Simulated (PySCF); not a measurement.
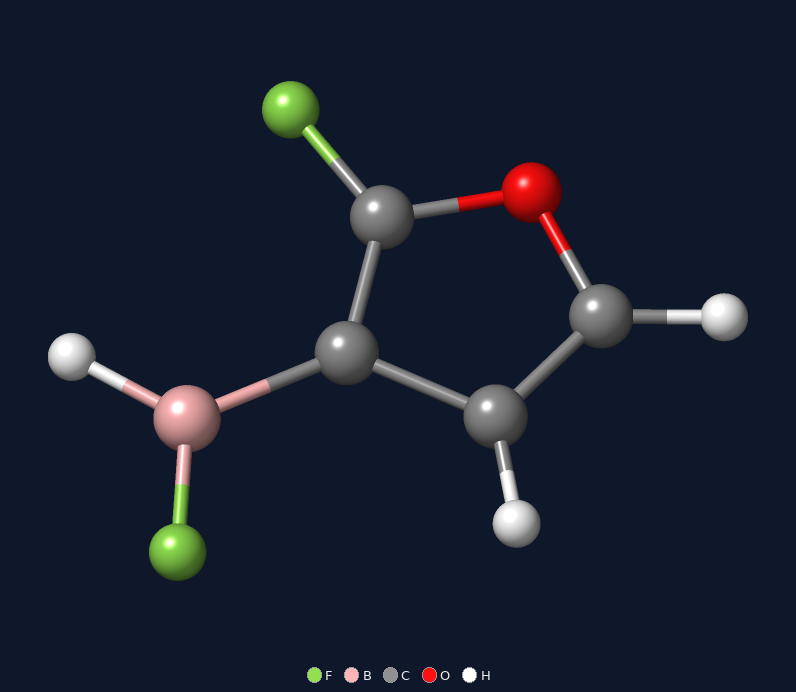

A ball-and-stick model of a molecule.

The geometry was computed by an optimisation with GFN2-xTB. No frequency run is at hand to confirm it as a minimum.

Count the atoms of each element.

C₄H₃BF₂O, 11 atoms: 4 carbon, 3 hydrogen, 1 boron, 2 fluorine and 1 oxygen.

Which point group does it belong to?

Cs.

What is its SMILES?

FBc1ccoc1F

Count the bonded pairs by element.

3 C–C, 2 C–O, 2 C–H, 1 B–F, 1 C–B, 1 C–F, 1 B–H.

More results for the same structure follow; atom numbers are the same in all pictures, views and colours differ.

## Shape

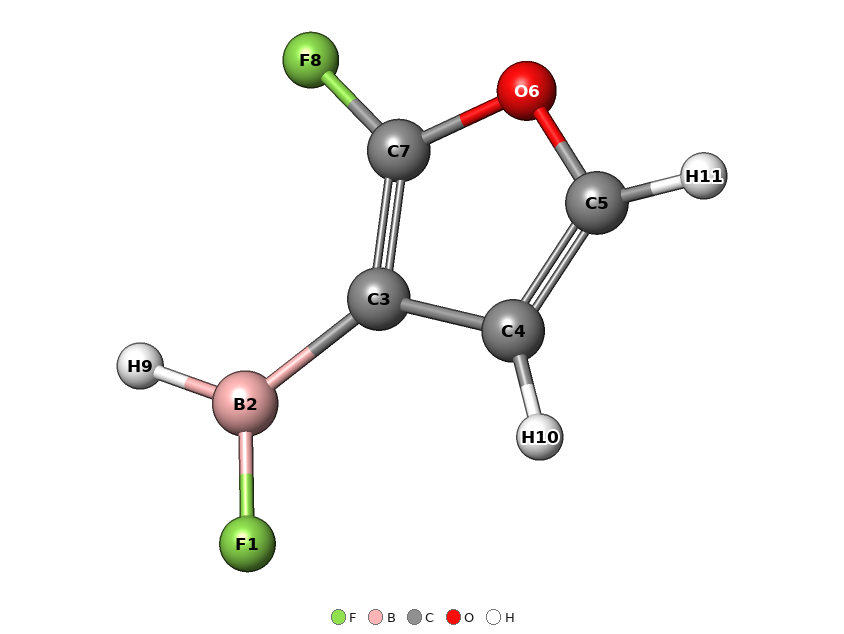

The atoms are numbered. No frequency run is at hand to confirm it as a minimum.

What is the geometry at C3?

C3 has 3 neighbours (B2 at 1.54, C4 at 1.44, C7 at 1.37 Å); the arrangement is trigonal planar.

How are the neighbours of atom 5 arranged?

C5 has 3 neighbours (C4 at 1.35, O6 at 1.36, H11 at 1.07 Å); the arrangement is trigonal planar.

How are the neighbours of atom 7 arranged?

C7 has 3 neighbours (C3 at 1.37, O6 at 1.33, F8 at 1.32 Å); the arrangement is trigonal planar.

How are the neighbours of atom 2 arranged?

B2 has 3 neighbours (F1 at 1.32, C3 at 1.54, H9 at 1.17 Å); the arrangement is trigonal planar.

What is the dihedral angle C4–C3–C7–F8?

180° in size, that is anti.

## Dipole moment

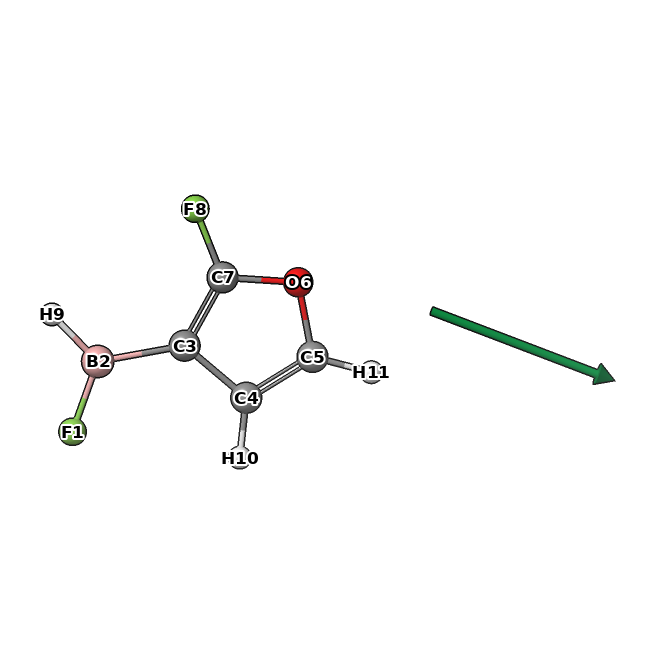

The arrow beside the molecule shows the direction of the dipole moment, from the negative to the positive end (its length means nothing). No frequency run is at hand to confirm it as a minimum. Properties computed with CAM-B3LYP/def2-SVPD, gas phase (PySCF 2.14.0).

How large is the dipole moment?

1.69 D; it points from the side of H9 to the side of H11 (the outermost atoms at the two ends).

## Excitation

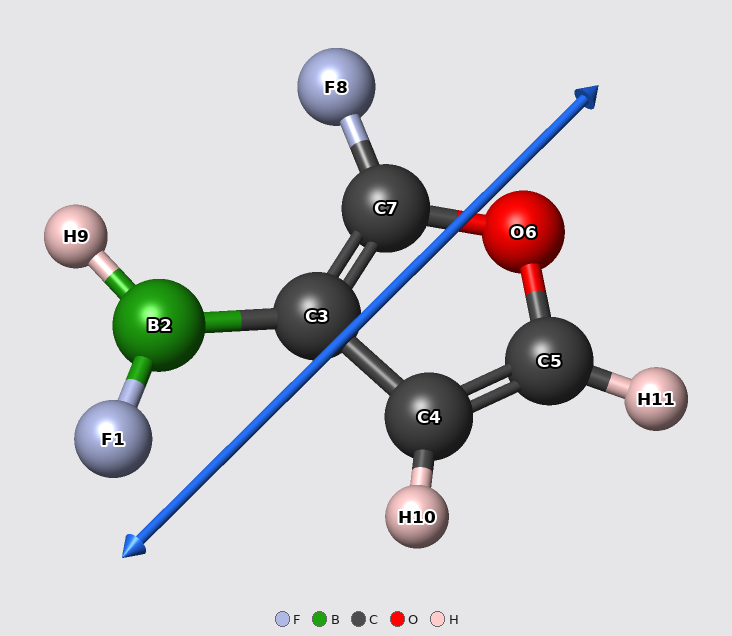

The double arrow shows the direction of the transition dipole to excited singlet state 1 (its length means nothing). No frequency run is at hand to confirm it as a minimum. Properties computed with TDDFT CAM-B3LYP/def2-SVPD, vertical, gas phase, core orbitals frozen in the response (PySCF 2.14.0).

How is the transition polarised?

In the molecular plane, close to the long direction F1···O6.

Where does the transition lie, and how strong is it?

5.36 eV (231 nm), oscillator strength 0.089, mainly HOMO → LUMO (weight 0.97); transition dipole 2.10 D.

## Polarisability

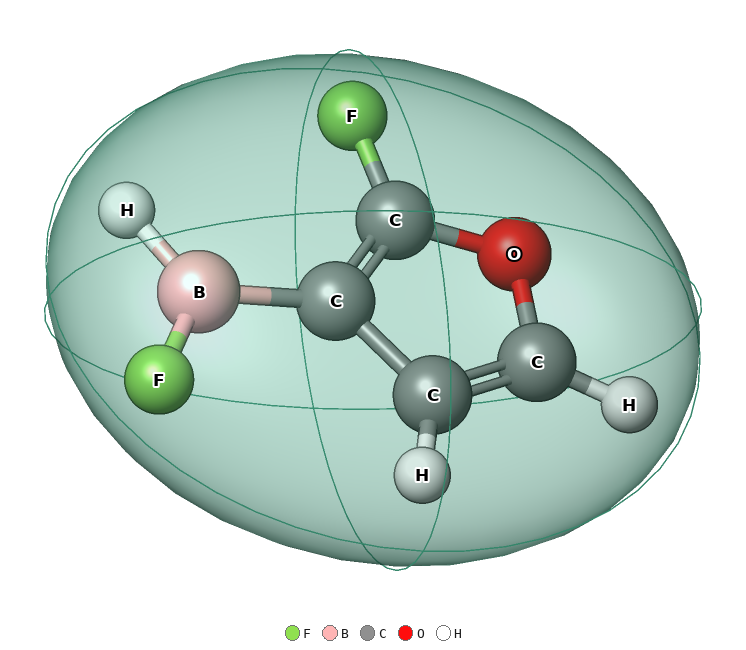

The ellipsoid shows the static dipole polarisability: its half-axes are proportional to the principal values. No frequency run is at hand to confirm it as a minimum. Level of theory: CAM-B3LYP/def2-SVPD (PySCF 2.14.0).

How large and how anisotropic is the polarisability?

Principal values 39.9, 64.8, 78.0 bohr³; mean 60.9 bohr³ (9.02 Å³); anisotropy 33.5 bohr³, so the longest axis is 1.96 times the shortest.

The geometry is semi-empirical. Around B such bond lengths and angles can be off by a tenth of an ångström or more and by several degrees, and values that hang on the shape move with them.
